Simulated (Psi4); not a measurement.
# A workflow on [BPH4]− (SMILES [BH2-]P), part 2 of 2

Psi4 1.11. Earlier steps stand in the parts before.

### Step 4. The energy at UMP2/def2-TZVPP (density fitting, density fitting for correlation) (run 3)

The input, job.dat:

```
memory 1600 mb

molecule system {
  -1 2
  B      0.031081    -0.993706    -0.063115
  P      0.605088     0.894650    -0.069838
  H     -1.122797    -1.329220     0.140886
  H      0.905530    -1.814734    -0.272847
  H     -0.434608     1.596404    -0.886603
  H     -0.028675     1.483575     1.152591
}

set globals {
  reference uhf
  num_frozen_docc 6
}

E, wfn = energy('mp2/def2-TZVPP', return_wfn=True)
print_variables()
```

Run with:

```console
$ psi4 -n 1 job.dat job.out
```

job.out, shortened:

```text
[...]
  Running in c1 symmetry.
[...]
  Nuclear repulsion =   43.809038735589645
[...]
  Multiplicity = 2
[...]
  Nalpha       = 13
  Nbeta        = 12
[...]
    Number of basis functions: 129
[...]
   @DF-UHF iter   1:  -367.61247405584544   -7.26438e-01   2.81843e-03 DIIS/ADIIS
[...]
   @DF-UHF iter  14:  -367.71846636007621   -3.23439e-11   8.91241e-09 DIIS
[...]
   @S^2 Observed:                7.630997885E-01
[...]
    Orbital Energies [Eh]
    ---------------------
    Alpha Occupied:
       1A    -79.731385     2A     -7.358486     3A     -7.272832
       4A     -5.167014     5A     -5.166701     6A     -5.165472
       7A     -0.623965     8A     -0.448415     9A     -0.299858
      10A     -0.278662    11A     -0.231346    12A     -0.143227
      13A     -0.034761
    Alpha Virtual:
      14A      0.293876    15A      0.316142    16A      0.325244
      17A      0.354425    18A      0.385331    19A      0.402083
      20A      0.428377    21A      0.440766    22A      0.473310
      23A      0.491360    24A      0.552193    25A      0.612622
[...]
  @DF-UHF Final Energy:  -367.71846636007621
   => Energetics <=
    Nuclear Repulsion Energy =             43.8090387355896453
    One-Electron Energy =                -599.3336992638737684
    Two-Electron Energy =                 187.8061941682079521
    Total Energy =                       -367.7184663600761496
  UHF NO Occupations:
  HONO-2 :   11  A 1.9992635
  HONO-1 :   12  A 1.9958135
[...]
 Multipole Moments:
 ------------------------------------------------------------------------------------
     Multipole            Electronic (a.u.)      Nuclear  (a.u.)        Total (a.u.)
 ------------------------------------------------------------------------------------
 L = 1.  Multiply by 2.5417464519 to convert [e a0] to [Debye]
 Dipole X            :          2.1956855           -1.9745106            0.2211749
 Dipole Y            :          1.8252105           -0.6166277            1.2085828
 Dipole Z            :         -0.3348738            0.3611143            0.0262404
 Magnitude           :                                                    1.2289342
[...]
```

It took 2.8 s on 1 thread of Intel Xeon at 2.60GHz (Ice Lake), shared host; peak memory 0.24 GiB.

### Step 5. The vertical excitations at TD-BP86/3-21G (density fitting, save jk yes) (run 4)

The input, input.in:

```
memory 1600 mb

molecule {
  -1 2
  B      0.031081    -0.993706    -0.063115
  P      0.605088     0.894650    -0.069838
  H     -1.122797    -1.329220     0.140886
  H      0.905530    -1.814734    -0.272847
  H     -0.434608     1.596404    -0.886603
  H     -0.028675     1.483575     1.152591
  units angstrom
}

set basis 3-21G
set reference uks
set save_jk true

from psi4.driver.procrouting.response.scf_response import tdscf_excitations
e, wfn = energy('bp86', return_wfn=True)
states = tdscf_excitations(wfn, states=6, tda=False)
```

Run with:

```console
$ psi4 -n 1 input.in input.out
```

input.out:

```text
Psi4 1.11 release

   => Loading Basis Set <=

    Name: 3-21G
    Role: ORBITAL
    Keyword: BASIS

         ---------------------------------------------------------
                                   SCF
                              UKS Reference
                        1 Threads,   1525 MiB Core
         ---------------------------------------------------------

  ==> Geometry <==

    Molecular point group: c1
    Full point group: C1

    Geometry (in Angstrom), charge = -1, multiplicity = 2:

       Center              X                  Y                   Z               Mass
    ------------   -----------------  -----------------  -----------------  -----------------
         B           -0.368754042813    -1.356770596682    -0.003939523267    11.009305360000
         P            0.205252957187     0.531585403318    -0.010662523267    30.973761998420
         H           -1.522632042813    -1.692284596682     0.200061476733     1.007825032230
         H            0.505694957187    -2.177798596682    -0.213671523267     1.007825032230
         H           -0.834443042813     1.233339403318    -0.827427523267     1.007825032230
         H           -0.428510042813     1.120510403318     1.211766476733     1.007825032230

  Running in c1 symmetry.

  Rotational constants: A =      2.66411  B =      0.38414  C =      0.36774 [cm^-1]
  Rotational constants: A =  79867.87671  B =  11516.37543  C =  11024.48936 [MHz]
  Nuclear repulsion =   43.809038735589645

  Charge       = -1
  Multiplicity = 2
  Electrons    = 25
  Nalpha       = 13
  Nbeta        = 12

  ==> Algorithm <==

  SCF Algorithm Type is DF.
  DIIS enabled.
  MOM disabled.
  Fractional occupation disabled.
  Guess Type is SAD.
  Energy threshold   = 1.00e-06
  Density threshold  = 1.00e-06
  Integral threshold = 1.00e-12

  ==> Primary Basis <==

  Basis Set: 3-21G
    Blend: 3-21G
    Number of shells: 20
    Number of basis functions: 30
    Number of Cartesian functions: 30
    Spherical Harmonics?: false
    Max angular momentum: 1

  ==> DFT Potential <==

   => LibXC <=

    Version 7.1.2

   => Composite Functional: BP86 <=

    BP86 GGA Exchange-Correlation Functional

    Deriv               =              1
    GGA                 =           TRUE
    Meta                =          FALSE

    Exchange Hybrid     =          FALSE
    MP2 Hybrid          =          FALSE

   => Exchange Functionals <=

    1.0000     XC_GGA_X_B88

   => Correlation Functionals <=

    1.0000     XC_GGA_C_P86

   => LibXC Density Thresholds  <==

    XC_GGA_C_P86:  1.00E-15
    XC_GGA_X_B88:  1.00E-15

   => Molecular Quadrature <=

    Radial Scheme          =       TREUTLER
    Pruning Scheme         =           NONE
    Nuclear Scheme         =       TREUTLER

    Blocking Scheme        =         OCTREE
    BS radius alpha        =              1
    Pruning alpha          =              1
    Radial Points          =             75
    Spherical Points       =            302
    Total Points           =         129659
    Total Blocks           =           1039
    Max Points             =            256
    Max Functions          =             30
    Weights Tolerance      =       1.00E-15

   => Loading Basis Set <=

    Name: (3-21G AUX)
    Role: JKFIT
    Keyword: DF_BASIS_SCF

  ==> Integral Setup <==

  DFHelper Memory: AOs need 0.003 GiB; user supplied 1.022 GiB.
  SCF_SUBTYPE=INCORE selected. In-core MEM_DF algorithm will be used.
  Using in-core AOs.

  ==> MemDFJK: Density-Fitted J/K Matrices <==

    J tasked:                   Yes
    K tasked:                    No
    wK tasked:                   No
    Memory [MiB]:              1046
    Algorithm:                 Core
    Schwarz Cutoff:           1E-12
    Mask sparsity (%):       0.2222
    Fitting Condition:        1E-10

   => Auxiliary Basis Set <=

  Basis Set: (3-21G AUX)
    Blend: DEF2-UNIVERSAL-JKFIT
    Number of shells: 87
    Number of basis functions: 324
    Number of Cartesian functions: 324
    Spherical Harmonics?: false
    Max angular momentum: 4

  Cached 100.0% of DFT collocation blocks in 0.095 [GiB].

  Minimum eigenvalue in the overlap matrix is 1.5377956025E-02.
  Reciprocal condition number of the overlap matrix is 4.2229434678E-03.
    Using symmetric orthogonalization.

  ==> Pre-Iterations <==

  SCF Guess: Superposition of Atomic Densities via on-the-fly atomic UHF (no occupation information).

   -------------------------
    Irrep   Nso     Nmo
   -------------------------
     A         30      30
   -------------------------
    Total      30      30
   -------------------------

  ==> Iterations <==

                           Total Energy        Delta E     RMS |[F,P]|

   @DF-UKS iter SAD:  -366.20861941293987   -3.66209e+02   0.00000e+00
   @DF-UKS iter   1:  -366.47957310057933   -2.70954e-01   1.76213e-02 ADIIS/DIIS
   @DF-UKS iter   2:  -366.34415509179877    1.35418e-01   1.97006e-02 ADIIS/DIIS
   @DF-UKS iter   3:  -366.68544788439101   -3.41293e-01   3.07556e-03 ADIIS/DIIS
   @DF-UKS iter   4:  -366.69344052017937   -7.99264e-03   1.27987e-03 ADIIS/DIIS
   @DF-UKS iter   5:  -366.69449042272549   -1.04990e-03   3.92962e-04 ADIIS/DIIS
   @DF-UKS iter   6:  -366.69461192124453   -1.21499e-04   4.68892e-05 DIIS
   @DF-UKS iter   7:  -366.69461443751408   -2.51627e-06   1.09878e-05 DIIS
   @DF-UKS iter   8:  -366.69461460590577   -1.68392e-07   2.36353e-06 DIIS
   @DF-UKS iter   9:  -366.69461461367473   -7.76896e-09   5.86830e-07 DIIS
  Energy and wave function converged.

  ==> Post-Iterations <==

   Electrons on quadrature grid:
      Nalpha   =   12.9999910750 ; deviation = -8.925e-06
      Nbeta    =   11.9999949581 ; deviation = -5.042e-06
      Ntotal   =   24.9999860331 ; deviation = -1.397e-05

   @Spin Contamination Metric:   4.085708962E-03
   @S^2 Expected:                7.500000000E-01
   @S^2 Observed:                7.540857090E-01
   @S   Expected:                5.000000000E-01
   @S   Observed:                5.000000000E-01

    Orbital Energies [Eh]
    ---------------------

    Alpha Occupied:

       1A    -75.586593     2A     -6.225986     3A     -6.039838
       4A     -4.262329     5A     -4.260765     6A     -4.254448
       7A     -0.356631     8A     -0.199746     9A     -0.123584
      10A     -0.091105    11A     -0.057524    12A      0.008449
      13A      0.101177

    Alpha Virtual:

      14A      0.226567    15A      0.249415    16A      0.282000
      17A      0.365796    18A      0.408573    19A      0.603448
      20A      0.607861    21A      0.615222    22A      0.647600
      23A      0.651108    24A      0.658071    25A      0.805875
      26A      1.002785    27A      1.135880    28A      1.142397
      29A      1.276857    30A      1.330020

    Beta Occupied:

       1A    -75.586831     2A     -6.219093     3A     -6.040106
       4A     -4.262543     5A     -4.261158     6A     -4.254847
       7A     -0.353101     8A     -0.180586     9A     -0.116857
      10A     -0.085299    11A     -0.051951    12A      0.010127

    Beta Virtual:

      13A      0.157489    14A      0.246188    15A      0.254630
      16A      0.298333    17A      0.383664    18A      0.417467
      19A      0.611281    20A      0.615666    21A      0.624634
      22A      0.651853    23A      0.659368    24A      0.715779
      25A      0.817442    26A      1.024811    27A      1.150053
      28A      1.153344    29A      1.286939    30A      1.330652

    Final Occupation by Irrep:
              A
    DOCC [    12 ]
    SOCC [     1 ]
    NA   [    13 ]
    NB   [    12 ]

  @DF-UKS Final Energy:  -366.69461461367473

   => Energetics <=

    Nuclear Repulsion Energy =             43.8090387355896453
    One-Electron Energy =                -597.6821770988791513
    Two-Electron Energy =                 216.0853257471341635
    DFT Exchange-Correlation Energy =     -28.9068019975193629
    Empirical Dispersion Energy =           0.0000000000000000
    VV10 Nonlocal Energy =                  0.0000000000000000
    Total Energy =                       -366.6946146136747302

  UHF NO Occupations:
  HONO-2 :   11  A 1.9997455
  HONO-1 :   12  A 1.9987558
  HONO-0 :   13  A 1.0000000
  LUNO+0 :   14  A 0.0012442
  LUNO+1 :   15  A 0.0002545
  LUNO+2 :   16  A 0.0002489
  LUNO+3 :   17  A 0.0001968

Computation Completed

Properties will be evaluated at   0.000000,   0.000000,   0.000000 [a0]

Properties computed using the SCF density matrix

 Multipole Moments:

 ------------------------------------------------------------------------------------
     Multipole            Electronic (a.u.)      Nuclear  (a.u.)        Total (a.u.)
 ------------------------------------------------------------------------------------

 L = 1.  Multiply by 2.5417464519 to convert [e a0] to [Debye]
 Dipole X            :          2.0623466           -1.9745106            0.0878359
 Dipole Y            :          1.6682051           -0.6166277            1.0515774
 Dipole Z            :         -0.3187574            0.3611143            0.0423569
 Magnitude           :                                                    1.0560892

 ------------------------------------------------------------------------------------

	total time  =          3 seconds =       0.05 minutes

******************************************************************************************
**********                               WARNING                                **********
**********       The names of excited state variables changed between 1.5       **********
**********     and 1.6. For a quick solution, remove the symmetry specifier     **********
**********   from the variable name. For full details, see 'Notes on Psivars'   **********
**********                        in the documentation.                         **********
******************************************************************************************

         ---------------------------------------------------------
                         TDSCF excitation energies
         ---------------------------------------------------------

  ==> Options <==

     Residual threshold  : 1.0000e-04
     Initial guess       : denominators
     Reference           : UHF
     Solver type         : RPA (Hamiltonian)

  ==> Requested Excitations <==

      6 singlet states with A symmetry

  ==> Seeking the lowest 6 singlet states with A symmetry

                        Generalized Hamiltonian Solver

  ==> Options <==

    Max number of iterations        = 60
    Eigenvector tolerance           = 1.0000e-04
    Max number of expansion vectors = 1200

  => Iterations <=
                              Max[D[value]]     Max[|R|]   # vectors
  HamiltonianSolver iter   1:   2.09958e-01  1.08665e-01     24
  HamiltonianSolver iter   2:   5.96638e-03  3.09919e-02     30
  HamiltonianSolver iter   3:   3.62546e-04  8.28088e-03     42
  HamiltonianSolver iter   4:   2.52250e-05  2.05822e-03     54
  HamiltonianSolver iter   5:   1.08068e-06  3.79688e-04     66
  HamiltonianSolver iter   6:   3.16393e-08  9.43719e-05     70      Converged

******************************************************************************************
**********                               WARNING                                **********
**********  Length-gauge rotatory strengths are **NOT** gauge-origin invariant  **********
******************************************************************************************

                                    Excitation Energy         Total Energy        Oscillator Strength             Rotatory Strength
     #   Sym: GS->ES (Trans)        au              eV              au          au (length)    au (velocity)    au (length)    au (velocity)
    ---- -------------------- --------------- --------------- --------------- --------------- --------------- --------------- ---------------
     1        A->A (1 A)       0.13608         3.70290        -366.55854       0.0670          0.0450         -0.0010         -0.0012
     2        A->A (1 A)       0.14262         3.88093        -366.55199       0.0004          0.0022          0.0001          0.0001
     3        A->A (1 A)       0.14932         4.06321        -366.54529       0.0044          0.0098          0.0004          0.0004
     4        A->A (1 A)       0.18016         4.90235        -366.51446       0.0001          0.0009         -0.0000         -0.0001
     5        A->A (1 A)       0.20473         5.57087        -366.48989       0.0000          0.0011          0.0003          0.0002
     6        A->A (1 A)       0.20922         5.69309        -366.48540       0.0030          0.0043         -0.0002         -0.0002

Contributing excitations and de-excitations
Only contributions with abs(coeff) > 1.00e-01 will be printed:

Excited State    1 (1 A):   0.13608 au   334.83 nm f = 0.0670
Alpha orbitals:
  Sums of squares: Xssq =  9.895069e-01; Yssq =  3.017763e-03; Xssq - Yssq =  9.864891e-01
     13a (a) ->  14a (a)    0.991225 (98.253%)
Beta orbitals:
  Sums of squares: Xssq =  1.628179e-02; Yssq =  2.770878e-03; Xssq - Yssq =  1.351091e-02

Excited State    2 (1 A):   0.14262 au   319.47 nm f = 0.0004
Alpha orbitals:
  Sums of squares: Xssq =  1.967919e-01; Yssq =  8.783664e-04; Xssq - Yssq =  1.959136e-01
     13a (a) ->  15a (a)   -0.418300 (17.497%)
     13a (a) ->  16a (a)   -0.112692 ( 1.270%)
Beta orbitals:
  Sums of squares: Xssq =  8.046515e-01; Yssq =  5.650973e-04; Xssq - Yssq =  8.040864e-01
     12a (b) ->  13a (b)    0.895970 (80.276%)

Excited State    3 (1 A):   0.14932 au   305.14 nm f = 0.0044
Alpha orbitals:
  Sums of squares: Xssq =  8.251120e-01; Yssq =  3.133831e-04; Xssq - Yssq =  8.247986e-01
     13a (a) ->  15a (a)   -0.902533 (81.457%)
Beta orbitals:
  Sums of squares: Xssq =  1.762061e-01; Yssq =  1.004696e-03; Xssq - Yssq =  1.752014e-01
     12a (b) ->  13a (b)   -0.407674 (16.620%)

Excited State    4 (1 A):   0.18016 au   252.91 nm f = 0.0001
Alpha orbitals:
  Sums of squares: Xssq =  9.607653e-01; Yssq =  3.117242e-04; Xssq - Yssq =  9.604536e-01
     13a (a) ->  16a (a)   -0.972982 (94.669%)
Beta orbitals:
  Sums of squares: Xssq =  4.132396e-02; Yssq =  1.777581e-03; Xssq - Yssq =  3.954638e-02
     12a (b) ->  13a (b)   -0.132749 ( 1.762%)

Excited State    5 (1 A):   0.20473 au   222.56 nm f = 0.0000
Alpha orbitals:
  Sums of squares: Xssq =  2.268454e-01; Yssq =  9.205360e-04; Xssq - Yssq =  2.259248e-01
     12a (a) ->  14a (a)   -0.444102 (19.723%)
     13a (a) ->  16a (a)    0.130233 ( 1.696%)
Beta orbitals:
  Sums of squares: Xssq =  7.746095e-01; Yssq =  5.343149e-04; Xssq - Yssq =  7.740752e-01
     11a (b) ->  13a (b)   -0.851960 (72.584%)
     12a (b) ->  14a (b)    0.203206 ( 4.129%)

Excited State    6 (1 A):   0.20922 au   217.78 nm f = 0.0030
Alpha orbitals:
  Sums of squares: Xssq =  4.802972e-01; Yssq =  2.945913e-04; Xssq - Yssq =  4.800026e-01
     12a (a) ->  14a (a)   -0.691502 (47.818%)
Beta orbitals:
  Sums of squares: Xssq =  5.216213e-01; Yssq =  1.623915e-03; Xssq - Yssq =  5.199974e-01
     10a (b) ->  13a (b)   -0.213936 ( 4.577%)
     11a (b) ->  13a (b)    0.491749 (24.182%)
     12a (b) ->  14a (b)    0.470963 (22.181%)

******************************************************************************************
**********                               WARNING                                **********
**********       The names of excited state variables changed between 1.5       **********
**********     and 1.6. For a quick solution, remove the symmetry specifier     **********
**********   from the variable name. For full details, see 'Notes on Psivars'   **********
**********                        in the documentation.                         **********
******************************************************************************************

    Psi4 run time: 0:00:12.75
```

Run time: 14 s. Hardware: 1 thread of Intel Xeon at 2.60GHz (Ice Lake), shared host; peak memory 0.3 GiB.

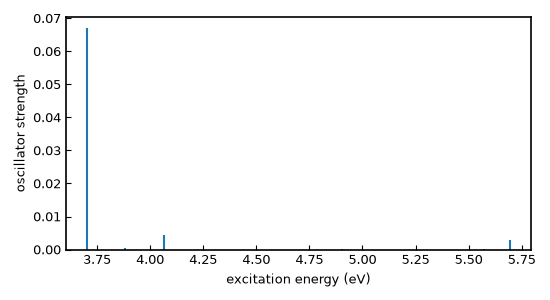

Vertical excitations as sticks.

The roots found:

```
excited state  energy (eV)  strength  label
            1        3.703    0.0670    A 1
            2        3.881    0.0003    A 1
            3        4.063    0.0044    A 1
            4        4.902    0.0001    A 1
            5        5.571    0.0000    A 1
            6        5.693    0.0029    A 1
```

### Step 6. Results

This closing draws on all 2 parts.

| quantity | value |
| --- | --- |
| run 1, UBP86/3-21G: total energy at the end | -366.69461 Eh |
| run 1, UBP86/3-21G: HOMO energy (highest over α and β) | 2.75 eV |
| run 1, UBP86/3-21G: LUMO energy (lowest over α and β) | 4.29 eV |
| run 1, UBP86/3-21G: ⟨S²⟩ | 0.754 |
| run 2, UBP86/3-21G: lowest harmonic wavenumber | 11 cm⁻¹ |
| run 2, UBP86/3-21G: highest harmonic wavenumber | 2539 cm⁻¹ |
| run 2, UBP86/3-21G: zero-point energy | 84.0 kJ/mol |
| run 2, UBP86/3-21G: ideal-gas entropy at 298.15 K (symmetry number 1 as used) | 70.3 cal/(mol K) |
| run 3, UMP2/def2-TZVPP: total energy | -368.00314 Eh |
| run 3, UMP2/def2-TZVPP: HOMO energy (Hartree–Fock orbitals) (highest over α and β) | -0.95 eV |
| run 3, UMP2/def2-TZVPP: LUMO energy (Hartree–Fock orbitals) (lowest over α and β) | 7.67 eV |
| run 3, UMP2/def2-TZVPP: correlation energy (6 core orbitals frozen) | -284.7 mEh |
| run 3, UMP2/def2-TZVPP: ⟨S²⟩ of the reference determinant | 0.763 |
| run 4, TD-BP86/3-21G: ground-state or mean-field energy | -366.69461 Eh |
| run 4, TD-BP86/3-21G: HOMO energy (BP86 Kohn–Sham orbitals) (highest over α and β) | 2.75 eV |
| run 4, TD-BP86/3-21G: LUMO energy (BP86 Kohn–Sham orbitals) (lowest over α and β) | 4.29 eV |
| run 4, TD-BP86/3-21G: ⟨S²⟩ of the reference determinant | 0.754 |
| run 4, TD-BP86/3-21G: lowest excitation energy | 3.70 eV |

The optimisation (run 1, UBP86/3-21G) took 6 steps and changed the energy by -0.214 eV. The HOMO (run 1, UBP86/3-21G) lies at positive energy, 2.75 eV, as semi-local functionals often give for anions; only total energies tell whether the electron is bound. All 12 modes (run 2, UBP86/3-21G) are real, though the softest (11 cm⁻¹) is within numerical noise. The brightest of the 6 transitions from the ground state lies at 3.70 eV (335 nm, f = 0.067). For an anion, states without diffuse functions may be basis-held continuum. The HOMO (run 4, TD-BP86/3-21G) lies at positive energy, 2.75 eV, as semi-local functionals often give for anions: the electron is unbound at this level or held by a compact basis; values depend on the basis.
